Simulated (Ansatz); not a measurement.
Nudged elastic band of SiN$_{2}$H$_{8}$O (part 2 of 2)

SiN$_{2}$H$_{8}$O; RKS PBE/6-31G* (Ansatz 0.2.0). It belongs to a series of runs on one base structure; here: band between the two ends.

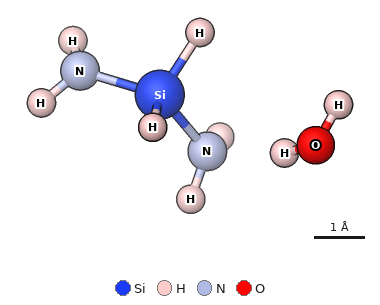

Figure 1. The starting structure (ball-and-stick view, seen at a tilt).

## The last band as extended XYZ, continued
```
12
Properties=species:S:1:pos:R:3:forces:R:3 image=3 energy=-13023.65720
Si   -0.2635   -0.0213   -0.2186   -0.0217   0.0081   0.0113
H     0.1865    0.2954    1.5074    0.0146   0.0042   0.0031
N     1.4475   -0.1773   -0.6382    0.0043  -0.0071  -0.0019
H     1.9411   -0.9807   -0.2384   -0.0017  -0.0011  -0.0005
H     2.0076    0.6604   -0.4578   -0.0029   0.0015   0.0020
H    -0.5776    1.3402   -0.7463   -0.0009  -0.0010  -0.0001
N    -0.7806   -1.5560   -0.8558   -0.0010   0.0027   0.0026
H    -1.7735   -1.7577   -0.9678    0.0003  -0.0027  -0.0028
H    -0.2261   -1.9408   -1.6215   -0.0011  -0.0001  -0.0015
O    -1.8864    0.0292    0.9057    0.0473  -0.0026  -0.0021
H    -2.1292   -0.8886    1.1613   -0.0003   0.0003  -0.0001
H    -0.8199    0.2380    1.5636   -0.0368  -0.0024  -0.0100
12
Properties=species:S:1:pos:R:3:forces:R:3 image=4 energy=-13025.38542
Si   -0.4649   -0.0482   -0.4803   -0.1791  -0.0150  -0.1624
H     0.2960    0.3142    2.1480    0.1289   0.0799   0.4405
N     1.2723   -0.1347   -0.3691   -0.1432   0.0032   0.1480
H     1.7716   -0.9597   -0.0344   -0.1224   0.0078   0.0854
H     1.8449    0.7044   -0.2755   -0.1311   0.0232   0.0554
H    -0.6322    1.3130   -1.0720   -0.0560  -0.0280  -0.2352
N    -0.7948   -1.6195   -1.1220   -0.0401  -0.0417  -0.1672
H    -1.7678   -1.8896   -1.2501   -0.0248  -0.1084  -0.1519
H    -0.1774   -2.0184   -1.8248   -0.0159  -0.0734  -0.1368
O    -1.7756    0.0484    0.6216    0.1469   0.0101  -0.1840
H    -1.9955   -0.8202    1.0193    0.1271   0.0576  -0.0400
H    -0.4510    0.3511    2.0327    0.3097   0.0847   0.3481
12
Properties=species:S:1:pos:R:3:forces:R:3 image=5 energy=-13025.89245
Si   -0.5004   -0.0874   -0.7016   -0.0154  -0.0011  -0.0104
H     0.2431    0.2835    2.9811    0.0020   0.0128   0.0680
N     1.1969   -0.1167   -0.3540   -0.0056  -0.0002  -0.0046
H     1.5920   -0.8820    0.1936   -0.0161   0.0032   0.0144
H     1.6705    0.7619   -0.1432   -0.0143   0.0015   0.0055
H    -0.7010    1.1654   -1.4954   -0.0079  -0.0138  -0.0357
N    -0.7964   -1.6675   -1.3638   -0.0029  -0.0091  -0.0168
H    -1.7511   -1.9311   -1.6075   -0.0043  -0.0020  -0.0256
H    -0.1335   -2.0274   -2.0508   -0.0028  -0.0015  -0.0194
O    -1.6609    0.0982    0.5113    0.0264  -0.0026  -0.0121
H    -1.7946   -0.7303    1.0137    0.0160   0.0110   0.0061
H    -0.2389    0.3742    2.4102    0.0249   0.0019   0.0307
12
Properties=species:S:1:pos:R:3:forces:R:3 image=6 energy=-13025.90844
Si   -0.5291   -0.1035   -0.8025    0.0041  -0.0032  -0.0036
H     0.1385    0.3151    2.5289   -0.0020  -0.0005   0.0075
N     1.0994   -0.1081   -0.2066    0.0057  -0.0011  -0.0044
H     1.4235   -0.8649    0.3961   -0.0014   0.0013   0.0033
H     1.5407    0.7765    0.0440   -0.0010   0.0015   0.0004
H    -0.6196    1.0965   -1.6928   -0.0016  -0.0001  -0.0009
N    -0.7281   -1.7103   -1.4402   -0.0016  -0.0016   0.0003
H    -1.6446   -1.9808   -1.7981   -0.0003   0.0013  -0.0017
H     0.0121   -2.0729   -2.0425    0.0007  -0.0005   0.0013
O    -1.8157    0.1587    0.2489   -0.0054   0.0054   0.0070
H    -1.9429   -0.5773    0.8791    0.0024  -0.0016  -0.0019
H     0.1914    0.3118    3.2793    0.0005  -0.0010  -0.0072
```

The run was set up as follows.

## Input
```yaml
crystal:
  periodic: [false, false, false]
  atoms:
    - { symbol: Si, position_ang: [0.375318, -0.004015, -0.064172] }
    - { symbol: H, position_ang: [0.50242, -0.169935, 1.416571] }
    - { symbol: "N", position_ang: [2.009251, 0.000846, -0.669339] }
    - { symbol: H, position_ang: [2.676785, -0.70466, -0.356917] }
    - { symbol: H, position_ang: [2.196039, 0.272538, -1.634939] }
    - { symbol: H, position_ang: [-0.229998, 1.278381, -0.524858] }
    - { symbol: "N", position_ang: [-0.806507, -1.243595, -0.529621] }
    - { symbol: H, position_ang: [-0.598332, -2.209277, -0.260716] }
    - { symbol: H, position_ang: [-1.118172, -1.232648, -1.505032] }
    - { symbol: O, position_ang: [-2.88532, 0.05479, 1.070986] }
    - { symbol: H, position_ang: [-2.311112, -0.509041, 0.489867] }
    - { symbol: H, position_ang: [-2.684672, -0.292585, 1.961771] }
basis:
  gaussian: { orbitals: "6-31G*" }
hamiltonian:
  xc: pbe
neb:
  order_check: false
  images: 5
  f_tol: 0.05
  max_iterations: 60
  final_atoms:
    - { symbol: Si, position_ang: [-0.5290768, -0.10353811, -0.80250745] }
    - { symbol: H, position_ang: [0.1385104, 0.31511397, 2.52888454] }
    - { symbol: "N", position_ang: [1.09941695, -0.10805454, -0.20657277] }
    - { symbol: H, position_ang: [1.4235075, -0.86489608, 0.39609818] }
    - { symbol: H, position_ang: [1.54065873, 0.776473, 0.04395733] }
    - { symbol: H, position_ang: [-0.61958454, 1.09646959, -1.69281614] }
    - { symbol: "N", position_ang: [-0.72806487, -1.71033546, -1.44019203] }
    - { symbol: H, position_ang: [-1.64462705, -1.98079934, -1.79812063] }
    - { symbol: H, position_ang: [0.01211928, -2.07288651, -2.04251788] }
    - { symbol: O, position_ang: [-1.81568622, 0.15872404, 0.24890253] }
    - { symbol: H, position_ang: [-1.94287677, -0.57729287, 0.87913871] }
    - { symbol: H, position_ang: [0.19140339, 0.3118213, 3.27934662] }
  initial_path:
    images:
      - { positions_ang: [[0.375318, -0.004015, -0.064172], [0.50242, -0.169935, 1.416571], [2.009251, 0.000846, -0.669339], [2.676785, -0.70466, -0.356917], [2.196039, 0.272538, -1.634939], [-0.229998, 1.278381, -0.524858], [-0.806507, -1.243595, -0.529621], [-0.598332, -2.209277, -0.260716], [-1.118172, -1.232648, -1.505032], [-2.88532, 0.05479, 1.070986], [-2.311112, -0.509041, 0.489867], [-2.684672, -0.292585, 1.961771]] }
      - { positions_ang: [[0.25212414, -0.00423268, -0.04003691], [0.33636487, -0.12719198, 1.55033189], [1.91361676, -0.0052373, -0.64517562], [2.52025981, -0.78267754, -0.50329346], [2.20971557, 0.48052136, -1.33994556], [-0.37468456, 1.25437947, -0.50118215], [-0.82854035, -1.31717661, -0.56261018], [-0.87126196, -2.16833525, -0.1621858], [-1.02548666, -1.38610176, -1.55770738], [-2.54807095, 0.03988615, 0.92446639], [-2.34986171, -0.53927655, 0.3422688], [-2.10847497, -0.20375831, 1.88867097]] }
      - { positions_ang: [[0.12893029, -0.00445036, -0.01590181], [0.17030974, -0.08444897, 1.68409279], [1.81798253, -0.0113206, -0.62101225], [2.36373463, -0.86069508, -0.64966992], [2.22339214, 0.68850472, -1.04495212], [-0.51937112, 1.23037794, -0.4775063], [-0.85057371, -1.39075822, -0.59559936], [-1.14419192, -2.1273935, -0.06365561], [-0.93280133, -1.53955552, -1.61038276], [-2.21082191, 0.0249823, 0.77794678], [-2.38861141, -0.56951209, 0.19467061], [-1.53227794, -0.11493163, 1.81557094]] }
      - { positions_ang: [[0.00573643, -0.00466804, 0.00823328], [0.00425461, -0.04170595, 1.81785368], [1.72234829, -0.0174039, -0.59684887], [2.20720944, -0.93871262, -0.79604638], [2.23706871, 0.89648808, -0.74995868], [-0.66405768, 1.20637641, -0.45383045], [-0.87260706, -1.46433983, -0.62858853], [-1.41712187, -2.08645175, 0.03487459], [-0.84011599, -1.69300928, -1.66305813], [-1.87357286, 0.01007845, 0.63142718], [-2.42736112, -0.59974764, 0.04707241], [-0.9560809, -0.02610494, 1.7424709]] }
      - { positions_ang: [[-0.17253465, -0.03762473, -0.26201363], [0.04900654, 0.07723402, 2.05486397], [1.51470451, -0.04762078, -0.46675684], [1.94597546, -0.9141071, -0.39866486], [2.00493205, 0.85648305, -0.48532001], [-0.6492333, 1.16974081, -0.86682568], [-0.82442633, -1.54633838, -0.89912303], [-1.49295693, -2.05123428, -0.57612382], [-0.55603757, -1.81963502, -1.78954472], [-1.85427731, 0.05962698, 0.50391896], [-2.26586634, -0.59226271, 0.32442785], [-0.57358614, 0.08653714, 2.25476281]] }
      - { positions_ang: [[-0.35080572, -0.07058142, -0.53226054], [0.09375847, 0.196174, 2.29187425], [1.30706073, -0.07783766, -0.33666481], [1.68474148, -0.88950159, -0.00128334], [1.77279539, 0.81647803, -0.22068134], [-0.63440892, 1.1331052, -1.27982091], [-0.7762456, -1.62833692, -1.16965753], [-1.56879199, -2.01601681, -1.18712222], [-0.27195915, -1.94626077, -1.9160313], [-1.83498176, 0.10917551, 0.37641075], [-2.10437155, -0.58477779, 0.60178328], [-0.19109137, 0.19917922, 2.76705471]] }
      - { positions_ang: [[-0.5290768, -0.10353811, -0.80250745], [0.1385104, 0.31511397, 2.52888454], [1.09941695, -0.10805454, -0.20657277], [1.4235075, -0.86489608, 0.39609818], [1.54065873, 0.776473, 0.04395733], [-0.61958454, 1.09646959, -1.69281614], [-0.72806487, -1.71033546, -1.44019203], [-1.64462705, -1.98079934, -1.79812063], [0.01211928, -2.07288651, -2.04251788], [-1.81568622, 0.15872404, 0.24890253], [-1.94287677, -0.57729287, 0.87913871], [0.19140339, 0.3118213, 3.27934662]] }
```

Run as:
```bash
ansatz run input.yaml --threads 1 --pin off --max-ram 2048MiB --backend cpu --events-out ev --progress --plain --runs-dir out
```

## Summary

- outcome: converged
- barrier, forward: 1.477 eV
- barrier, backward: 2.251 eV
- hardware: 1 thread of Arm Neoverse V2, 24 GiB of memory available, shared host
- wall time: 7.6 min
- peak memory: 0.12 GiB

## Notes

The order of the saddle point was not checked.
